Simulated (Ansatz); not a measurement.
# AlBH4S: molecular dynamics (part 4 of 4)

The same run, continued: AlBH4S; RKS CAM-B3LYP/STO-3G (Ansatz 0.2.0). It belongs to a series of runs on one base structure; here: dynamics from the highest image of the converged band.

Geometry of the input (Å):
```
Al -1.5138  0.1461  -0.3994
B  0.0519  0.0386  0.6870
S  1.7506  -0.4468  0.8519
H  -2.6648  -0.7927  -0.1948
H  -1.6940  1.3145  -1.3231
H  1.7356  0.9450  0.7090
H  2.3345  -1.2047  -0.3305
```

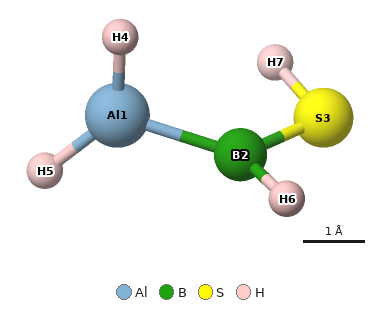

The geometry at step 163 of the log (ball-and-stick view, seen at a tilt; atoms are numbered from 1 in the order of the input).

Trajectory as extended XYZ, continued:
```
7
Properties=species:S:1:pos:R:3:forces:R:3 step=123 time_fs=61.5 energy=-17960.21414 temperature=5594.7
Al   -1.4905    0.1785   -0.4968   -0.6877  -1.7648   0.0305
B     0.1667    0.4661    0.7984    0.4251  -4.4853  -4.1143
S     1.7804   -0.6562    0.8127   -1.8394   6.6662   1.6599
H    -2.1737   -0.7050   -1.5990    1.3457   0.8692   0.2729
H    -2.6395    0.5033    0.4163   -0.0737   0.4936  -0.0566
H    -0.6299    1.0149    1.3797    1.3447   1.6958   2.9490
H     2.3506    0.6554    1.3193   -0.5146  -3.4746  -0.7414
7
Properties=species:S:1:pos:R:3:forces:R:3 step=127 time_fs=63.5 energy=-17960.68746 temperature=6324.8
Al   -1.4833    0.1637   -0.5057   -0.7199  -0.8691   0.4060
B     0.1256    0.4898    0.8387    1.5518  -5.0980  -4.4985
S     1.7826   -0.6588    0.8167   -2.7425   4.5730   0.5999
H    -2.1949   -0.5092   -1.7369    1.4270   0.7252   0.6317
H    -2.5619    0.4812    0.4867   -0.4305   0.1266  -0.1394
H    -0.5170    1.1084    1.4928    0.6398   2.0065   2.7799
H     2.3594    0.6125    0.9564    0.2743  -1.4643   0.2203
7
Properties=species:S:1:pos:R:3:forces:R:3 step=130 time_fs=65.0 energy=-17961.05167 temperature=6883.3
Al   -1.4786    0.1517   -0.5121   -0.7638  -0.0315   0.8830
B     0.0982    0.4959    0.8586    0.9330  -3.0883  -2.3421
S     1.7822   -0.6570    0.8202   -3.4153   2.4634   0.4939
H    -2.1752   -0.3439   -1.8252    1.3569   0.4765   0.8013
H    -2.5137    0.4686    0.5361   -0.5807  -0.1813  -0.3581
H    -0.4141    1.2261    1.6454    1.5990   0.0456   0.3257
H     2.3711    0.5391    0.6868    0.8709   0.3156   0.1963
7
Properties=species:S:1:pos:R:3:forces:R:3 step=133 time_fs=66.5 energy=-17960.96670 temperature=6753.7
Al   -1.4745    0.1398   -0.5177   -0.7881   0.7807   1.3902
B     0.0729    0.4959    0.8738    1.4190  -0.9193  -0.1825
S     1.7794   -0.6534    0.8240   -3.1329   2.0727   0.5621
H    -2.1264   -0.1685   -1.8965    1.1978   0.1735   0.8555
H    -2.4779    0.4521    0.5777   -0.6702  -0.4666  -0.6301
H    -0.2787    1.3449    1.8055    1.5241  -1.8955  -2.0377
H     2.3998    0.4692    0.4212    0.4504   0.2546   0.0425
7
Properties=species:S:1:pos:R:3:forces:R:3 step=137 time_fs=68.5 energy=-17960.39210 temperature=5868.1
Al   -1.4700    0.1248   -0.5234   -0.6645   1.6610   1.9384
B     0.0441    0.4932    0.8937    3.1394   0.5316   0.9443
S     1.7727   -0.6463    0.8296   -1.6272   3.2682  -0.6039
H    -2.0221    0.0701   -1.9631    0.9320  -0.2123   0.8293
H    -2.4529    0.4137    0.6113   -0.7945  -0.7547  -0.9201
H    -0.0523    1.4383    1.9485    0.2316  -2.9882  -3.4021
H     2.4465    0.3764    0.0733   -1.2170  -1.5055   1.2141
7
Properties=species:S:1:pos:R:3:forces:R:3 step=140 time_fs=70.0 energy=-17960.02624 temperature=5305.4
Al   -1.4673    0.1151   -0.5259   -0.4334   2.1504   2.1521
B     0.0296    0.4922    0.9105    4.3119   0.7406   0.8217
S     1.7662   -0.6384    0.8334   -0.8435   3.4759  -1.6810
H    -1.9198    0.2446   -1.9921    0.7491  -0.4653   0.8375
H    -2.4539    0.3666    0.6141   -0.9076  -0.8851  -1.0222
H     0.1262    1.4360    1.9738   -0.8556  -2.9733  -3.4168
H     2.4554    0.2741   -0.1599   -2.0208  -2.0433   2.3087
7
Properties=species:S:1:pos:R:3:forces:R:3 step=143 time_fs=71.5 energy=-17960.07249 temperature=5375.9
Al   -1.4648    0.1071   -0.5267   -0.0948   2.5364   2.1934
B     0.0236    0.4925    0.9289    5.0441   0.2546  -0.0091
S     1.7591   -0.6283    0.8361   -0.5111   3.0628  -2.3785
H    -1.8013    0.4091   -2.0030    0.5821  -0.7059   0.9083
H    -2.4745    0.3006    0.5950   -0.9977  -0.9505  -1.0351
H     0.2866    1.3706    1.9266   -1.7508  -2.2966  -2.6471
H     2.4216    0.1288   -0.3442   -2.2718  -1.9008   2.9682
7
Properties=species:S:1:pos:R:3:forces:R:3 step=147 time_fs=73.5 energy=-17960.53604 temperature=6084.1
Al   -1.4617    0.0997   -0.5250    0.4668   2.9355   2.1623
B     0.0311    0.4929    0.9525    4.4644  -2.2215  -3.0300
S     1.7492   -0.6116    0.8372   -0.5413   2.0878  -2.5542
H    -1.6246    0.6039   -1.9867    0.3260  -1.0109   1.0129
H    -2.5350    0.1808    0.5350   -0.9421  -0.9566  -1.0126
H     0.4419    1.2151    1.7849   -1.7757   0.3974   0.4625
H     2.3017   -0.1262   -0.4911   -1.9981  -1.2318   2.9591
7
Properties=species:S:1:pos:R:3:forces:R:3 step=150 time_fs=75.0 energy=-17960.60180 temperature=6194.6
Al   -1.4589    0.0968   -0.5217    0.8017   3.0955   2.2323
B     0.0472    0.4885    0.9636    2.2983  -5.2277  -6.4236
S     1.7412   -0.5974    0.8360   -0.8770   1.3495  -1.8911
H    -1.4834    0.7253   -1.9493    0.0816  -1.1822   0.9922
H    -2.6040    0.0669    0.4645   -0.6398  -0.8850  -1.0642
H     0.5156    1.1037    1.6847   -0.2226   3.5273   4.1044
H     2.1613   -0.3498   -0.5277   -1.4422  -0.6774   2.0500
7
Properties=species:S:1:pos:R:3:forces:R:3 step=153 time_fs=76.5 energy=-17961.02866 temperature=6857.0
Al   -1.4556    0.0965   -0.5166    0.8627   3.0038   2.3965
B     0.0682    0.4740    0.9624    1.7108  -5.4191  -6.2425
S     1.7327   -0.5823    0.8336   -1.3154   1.0115  -0.7296
H    -1.3405    0.8214   -1.8908   -0.1954  -1.2463   0.8215
H    -2.6862   -0.0658    0.3708   -0.0636  -0.6925  -1.1973
H     0.5820    1.0632    1.6671   -0.1553   3.8057   4.3743
H     1.9899   -0.5886   -0.5213   -0.8438  -0.4631   0.5770
7
Properties=species:S:1:pos:R:3:forces:R:3 step=157 time_fs=78.5 energy=-17962.08649 temperature=8482.3
Al   -1.4500    0.0996   -0.5068    0.5306   2.3459   2.6395
B     0.1025    0.4392    0.9433    3.6678  -1.9736  -1.3377
S     1.7200   -0.5610    0.8295   -1.6096   0.8758  -1.0438
H    -1.1575    0.9084   -1.7869   -0.5385  -1.1045   0.3543
H    -2.7948   -0.2643    0.2054    0.9687  -0.1832  -1.3268
H     0.6527    1.1208    1.7704   -2.6105   0.4517   0.1669
H     1.7337   -0.9236   -0.4930   -0.4085  -0.4122   0.5476
7
Properties=species:S:1:pos:R:3:forces:R:3 step=160 time_fs=80.0 energy=-17962.29174 temperature=8800.5
Al   -1.4453    0.1042   -0.4970    0.2464   1.5233   2.7238
B     0.1362    0.4077    0.9247    3.2995  -0.0979   1.0976
S     1.7092   -0.5444    0.8257   -1.8158  -0.3812  -2.7820
H    -1.0330    0.9457   -1.6991   -0.7200  -0.8387  -0.1063
H    -2.8542   -0.4187    0.0485    1.6860   0.3406  -1.2197
H     0.6476    1.1843    1.8632   -2.9342  -1.1593  -1.8909
H     1.5311   -1.1838   -0.4571    0.2383   0.6132   2.1776
7
Properties=species:S:1:pos:R:3:forces:R:3 step=163 time_fs=81.5 energy=-17962.08201 temperature=8479.2
Al   -1.4404    0.1101   -0.4850    0.1768   0.6058   2.6152
B     0.1763    0.3759    0.9080    1.3305   1.2887   2.3330
S     1.6971   -0.5281    0.8200   -1.6902  -2.4140  -3.6944
H    -0.9238    0.9650   -1.6136   -0.8323  -0.5030  -0.5501
H    -2.8778   -0.5658   -0.1343    2.1550   0.8739  -0.8942
H     0.5808    1.2242    1.9170   -2.3349  -1.8797  -2.8604
H     1.3341   -1.4302   -0.3757    1.1951   2.0283   3.0509
7
Properties=species:S:1:pos:R:3:forces:R:3 step=167 time_fs=83.5 energy=-17961.73717 temperature=7947.0
Al   -1.4336    0.1185   -0.4658    0.5728  -0.4464   2.0709
B     0.2327    0.3379    0.8932   -2.9196   2.8055   2.7163
S     1.6795   -0.5091    0.8086   -0.1865  -5.1252  -3.3004
H    -0.8064    0.9751   -1.5189   -0.9358  -0.0992  -0.9154
H    -2.8370   -0.7312   -0.4058    2.2630   1.4159  -0.2313
H     0.4177    1.2154    1.8936   -1.0129  -1.8218  -2.9444
H     1.1143   -1.6878   -0.1680    2.2190   3.2714   2.6043
7
Properties=species:S:1:pos:R:3:forces:R:3 step=170 time_fs=85.0 energy=-17961.57972 temperature=7700.7
Al   -1.4280    0.1245   -0.4494    1.1750  -0.9879   1.3710
B     0.2689    0.3156    0.8883   -6.5777   3.2664   1.8922
S     1.6660   -0.4988    0.7974    1.7794  -6.7997  -2.4249
H    -0.7417    0.9792   -1.4698   -1.0126   0.1036  -0.9241
H    -2.7502   -0.8211   -0.6167    1.9640   1.5982   0.3034
H     0.2671    1.1639    1.8033    0.0402  -0.7709  -1.8973
H     1.0028   -1.8018    0.0540    2.6318   3.5904   1.6797
7
Properties=species:S:1:pos:R:3:forces:R:3 step=173 time_fs=86.5 energy=-17961.30481 temperature=7275.2
Al   -1.4215    0.1297   -0.4319    1.8430  -1.3498   0.5073
B     0.2921    0.2997    0.8869   -9.3203   2.3931  -0.1085
S     1.6537   -0.4930    0.7846    3.8378  -7.7076  -1.3104
H    -0.6987    0.9855   -1.4403   -1.0576   0.2335  -0.7034
H    -2.6214   -0.8769   -0.8212    1.4127   1.5527   0.7547
H     0.1166    1.0978    1.6741    0.6053   1.5047   0.2980
H     0.9474   -1.8394    0.3118    2.6790   3.3734   0.5622
7
Properties=species:S:1:pos:R:3:forces:R:3 step=177 time_fs=88.5 energy=-17960.85513 temperature=6585.6
Al   -1.4103    0.1350   -0.4081    2.4431  -1.7038  -0.7074
B     0.2939    0.2854    0.8842  -10.4293   1.2269  -1.7319
S     1.6416   -0.4932    0.7663    6.0381  -6.6001   0.2582
H    -0.6765    1.0019   -1.4228   -0.9757   0.3652  -0.1713
H    -2.4052   -0.9006   -1.0678    0.4983   1.1887   1.1233
H    -0.0659    1.0686    1.5182    0.5842   3.7358   2.0677
H     0.9604   -1.7815    0.6702    1.8412   1.7873  -0.8386
7
Properties=species:S:1:pos:R:3:forces:R:3 step=180 time_fs=90.0 energy=-17960.75566 temperature=6427.9
Al   -1.3998    0.1373   -0.3908    2.4957  -1.9011  -1.5672
B     0.2710    0.2780    0.8787  -10.7277   2.6759  -0.5793
S     1.6371   -0.4986    0.7526    7.0792  -3.6194   0.7644
H    -0.6844    1.0232   -1.4151   -0.7926   0.4741   0.2623
H    -2.2284   -0.8878   -1.2254   -0.1325   0.7915   1.2601
H    -0.1861    1.1323    1.4473    1.6632   2.2105   0.9622
H     1.0174   -1.6911    0.9220    0.4147  -0.6315  -1.1026
7
Properties=species:S:1:pos:R:3:forces:R:3 step=183 time_fs=91.5 energy=-17960.62267 temperature=6227.6
Al   -1.3872    0.1382   -0.3747    2.1535  -1.9840  -2.3949
B     0.2268    0.2759    0.8720   -9.5831   3.8351   0.4655
S     1.6373   -0.5065    0.7394    6.4685  -0.7754   0.3682
H    -0.7093    1.0547   -1.4019   -0.5447   0.6073   0.6115
H    -2.0543   -0.8579   -1.3558   -0.6089   0.3824   1.3671
H    -0.2706    1.2429    1.3976    2.7261   0.1458   0.0156
H     1.0839   -1.6130    1.1517   -0.6116  -2.2114  -0.4331
7
Properties=species:S:1:pos:R:3:forces:R:3 step=187 time_fs=93.5 energy=-17960.66513 temperature=6287.4
Al   -1.3679    0.1368   -0.3565    0.9998  -1.9101  -3.6363
B     0.1393    0.2850    0.8645   -5.1628   3.7100   1.3188
S     1.6439   -0.5179    0.7223    2.5462  -0.7206   1.0424
H    -0.7598    1.1176   -1.3632   -0.2226   0.7708   0.8769
H    -1.8434   -0.8066   -1.4836   -0.9878  -0.1035   1.4850
H    -0.2931    1.3917    1.3323    2.7865  -1.5031  -0.2403
H     1.1568   -1.5721    1.4418    0.0406  -0.2435  -0.8465
7
Properties=species:S:1:pos:R:3:forces:R:3 step=190 time_fs=95.0 energy=-17960.52877 temperature=6076.6
Al   -1.3524    0.1340   -0.3461   -0.3519  -1.7555  -4.7657
B     0.0607    0.3004    0.8619   -0.8318   3.1411   2.1380
S     1.6512   -0.5271    0.7103   -0.3437  -1.2011   2.3128
H    -0.8040    1.1836   -1.3128   -0.0739   0.7772   0.9532
H    -1.7091   -0.7697   -1.5425   -1.1098  -0.4033   1.4735
H    -0.2404    1.4695    1.2779    2.1119  -1.9668  -0.0665
H     1.2102   -1.5535    1.6388    0.5992   1.4085  -2.0453
7
Properties=species:S:1:pos:R:3:forces:R:3 step=193 time_fs=96.5 energy=-17960.20059 temperature=5571.0
Al   -1.3372    0.1298   -0.3396   -1.8734  -1.4951  -5.9596
B    -0.0195    0.3222    0.8637    3.3581   2.3887   3.1764
S     1.6583   -0.5370    0.6997   -2.1788  -1.0801   3.1095
H    -0.8501    1.2661   -1.2420   -0.0430   0.5853   0.9543
H    -1.5985   -0.7413   -1.5699   -1.1238  -0.6470   1.2958
H    -0.1427    1.5061    1.2224    1.1606  -1.7387   0.2759
H     1.2757   -1.5063    1.7926    0.7001   1.9869  -2.8524
7
Properties=species:S:1:pos:R:3:forces:R:3 step=197 time_fs=98.5 energy=-17959.75866 temperature=4888.9
Al   -1.3195    0.1223   -0.3385   -3.4446  -0.8722  -7.0332
B    -0.1150    0.3583    0.8763    7.3720   1.1046   4.4534
S     1.6655   -0.5512    0.6889   -3.1751  -0.3744   3.0336
H    -0.9133    1.3936   -1.1161   -0.1358  -0.0159   0.8134
H    -1.4884   -0.7259   -1.5648   -1.0378  -0.9104   0.7507
H     0.0231    1.5011    1.1594    0.0117  -0.5411   0.8500
H     1.3853   -1.3789    1.9026    0.4096   1.6094  -2.8680
7
Properties=species:S:1:pos:R:3:forces:R:3 step=200 time_fs=100.0 energy=-17959.51614 temperature=4512.7
Al   -1.3092    0.1159   -0.3441   -3.8153  -0.1887  -6.9138
B    -0.1703    0.3882    0.8958    8.6645   0.4059   4.9081
S     1.6684   -0.5623    0.6832   -3.1491   0.5188   1.7330
H    -0.9639    1.4901   -1.0011   -0.2204  -0.6075   0.5502
H    -1.4320   -0.7366   -1.5411   -0.9427  -1.0636   0.2015
H     0.1504    1.4807    1.1322   -0.5598   0.2512   1.1851
H     1.4783   -1.2426    1.9143    0.0228   0.6838  -1.6640
```

Summary:

| quantity | value |
| --- | --- |
| outcome | finished |
| mean temperature over the second half | 6789 K |
| trajectory | 200 steps, 100 fs |
| ensemble | nve |
| temperature in the input | 300.0 K |
| time step | 0.5 fs |
| potential energy (last step) | −17959.5162 eV |
| mean-field energy (last step) | −17959.5162 eV |
| largest force (length of the vector) (last step) | 9.966 eV/Å |
| hardware | 1 thread of Intel Xeon (Granite Rapids), 10 GiB of memory available, shared host |
| wall time | 2.8 min |
| peak memory | 0.1 GiB |

So short a trajectory is not equilibrated.
